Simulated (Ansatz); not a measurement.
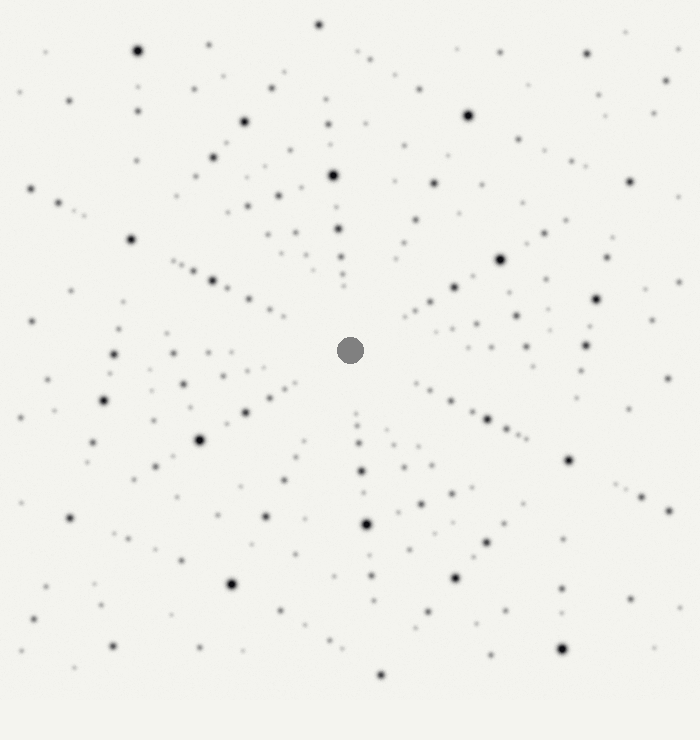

Simulated back-reflection Laue pattern (white X-rays, 0.45 to 2.2 Å, flat plate covering ±45° about the beam, kinematic intensities, seen from the source).

> What symmetry does the pattern show?

2mm: a twofold axis with two mirror lines.

The crystal is CuPbF, space group P4/nmm (No. 129), a = 3.60 Å, c = 8.08 Å. Structure: the end point of a relaxation with DFT, PAW plane waves, r2scan+U in Ansatz; the starting structure was generated, so it need not be a known form of this composition.

The direction [110] points towards the source.
